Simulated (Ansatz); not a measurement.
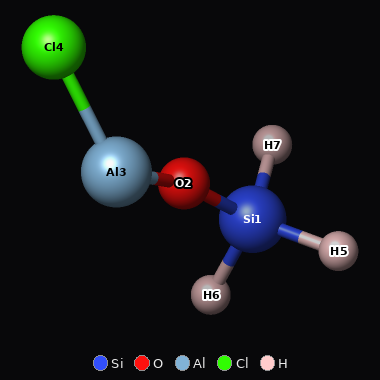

The system is AlClH₃OSi, SMILES [SiH3][O][Al][Cl], spin multiplicity 2; the picture shows the reference structure. First axis: bond length Si1–O2. Second axis: angle H5–Si1–O2. Nothing is relaxed (all other coordinates rigid). The scan uses a 15 × 15 grid. At 1 point there is no value. Points are written as (first, second). Energies are in kJ/mol, from the relaxed molecule at the same level. Level of theory: Ansatz, UKS PBE-D4/def2-SVP.

Its coordinates:

```yaml
atoms:
  - { symbol: Si, position_ang: [-0.0040, 0.9088, -0.7494] }
  - { symbol: O, position_ang: [0.0166, -0.4786, 0.1774] }
  - { symbol: Al, position_ang: [0.0451, -2.0844, 0.7642] }
  - { symbol: Cl, position_ang: [0.0350, -2.4284, 2.8668] }
  - { symbol: H, position_ang: [1.2124, 0.9613, -1.6349] }
  - { symbol: H, position_ang: [-1.2346, 0.9366, -1.6162] }
  - { symbol: H, position_ang: [-0.0093, 2.1166, 0.1464] }
```

Range: bond length Si1–O2 from 1.435 to 2.336 Å; angle H5–Si1–O2 from 65.2 to 155.2°.

What will the energy surface look like?

The lowest grid point is at (1.692 Å, 110.2°), 0.8 kJ/mol from the relaxed molecule at the same level. No other kind of well shows on this grid. The highest grid point, (2.336 Å, 155.2°), lies 369 kJ/mol above the lowest. Round the minimum the two coordinates are weakly coupled (coupling 0.10 in units of the two stiffnesses).

```tsv
angle H5–Si1–O2 ↓, bond length Si1–O2 →	1.435	1.499	1.564	1.628	1.692	1.757	1.821	1.886	1.950	2.014	2.079	2.143	2.207	2.272	2.336
155.2	250	187	152	138	139	150	168	191	217	244	271	298	323	348	369
148.8	215	152	117	103	103	114	133	156	182	209	237	265	291	316	339
142.4	186	122	87	72	73	84	102	126	152	179	208	236	263	289	312
135.9	161	98	62	47	47	58	76	100	126	154	183	211	238	265	289
129.5	143	79	43	28	28	38	56	79	105	133	162	190	218	245	270
123.1	131	66	29	14	13	23	41	64	90	117	146	–	202	229	254
116.7	124	59	21	5	4	14	31	54	79	106	135	163	191	218	243
110.2	124	58	19	3	1	10	26	48	73	100	128	156	183	210	235
103.8	131	64	24	6	4	12	27	49	73	99	127	154	181	207	232
97.4	146	77	36	17	13	20	34	54	77	103	129	156	182	208	232
90.9	170	98	56	35	29	34	47	66	88	112	137	163	188	213	236
84.5	202	129	83	60	52	55	66	83	103	126	150	174	198	222	244
78.1	246	169	120	93	82	83	91	106	124	145	167	189	212	234	255
71.7	301	219	166	136	121	118	123	135	150	168	188	209	229	250	269
65.2	369	282	224	188	169	161	162	170	182	197	214	231	250	268	286
```

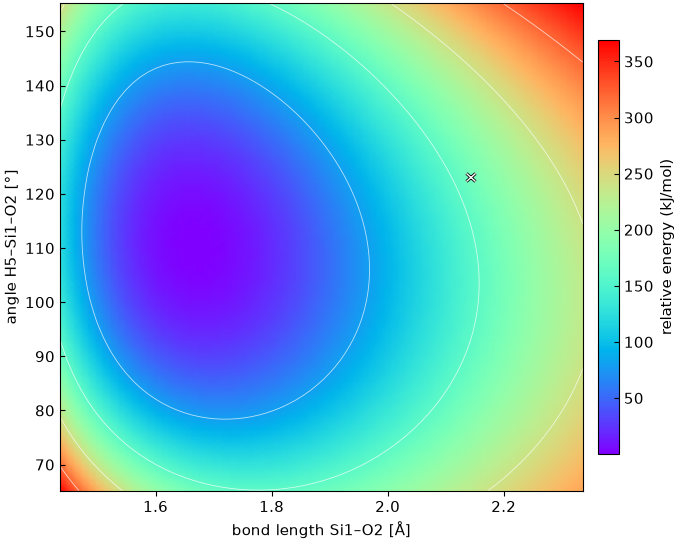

Drawn: a smooth colour map with a few white contour lines, crosses at grid points without a value. Between grid points the surface is interpolated.

Each point was launched as `ansatz run input.yaml --threads 1 --pin off --max-ram 2560MiB --backend cpu --events-out ev --progress --plain --runs-dir out`. The whole map (224 points run) took 26 min on 1 thread of Arm Neoverse N1 (shared host).
